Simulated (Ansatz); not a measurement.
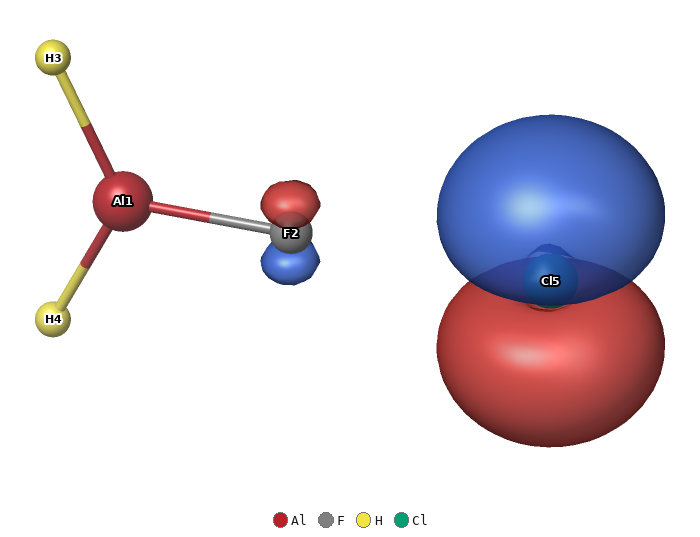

The picture shows: AlFH2···Cl (doublet). The HOMO (α) at ±0.15 Å⁻³ᐟ² (red and blue are the two phases), seen at a tilt.

All numbers below come from Ansatz, UKS r2SCAN-D4/def2-SVP.

Input

```
crystal:
  periodic: [false, false, false]
  atoms:
    - { symbol: Al, position_ang: [0.0, 2.0e-06, -0.336924] }
    - { symbol: F, position_ang: [0.0, -1.7e-05, 2.543211] }
    - { symbol: H, position_ang: [1.392707, 2.0e-06, -1.123983] }
    - { symbol: H, position_ang: [-1.392707, 2.0e-06, -1.123983] }
    - { symbol: Cl, position_ang: [0.0, 1.1e-05, 4.161679] }
magnetization:
  spin_polarized: true
  initial_magnetization: 1
basis:
  gaussian: { orbitals: def2-SVP }
hamiltonian:
  xc: r2scan
  dispersion: d4
relax:
  f_tol: 0.03
  max_steps: 50
output:
  orbitals: {}
```

Launched as:

```sh
ansatz run input.yaml --threads 2 --pin off --max-ram 3072MiB --backend cpu --events-out ev --progress --plain --runs-dir out
```

The fields are those of the run's last geometry, not of the input's.

### Describe this orbital and give its energy.

It lies mainly on Cl5 (about 95 %); it is symmetric in the molecular plane (an in-plane orbital: σ, lone-pair or in-plane π type); largely a lone pair of Cl5. Its energy is −7.71 eV.
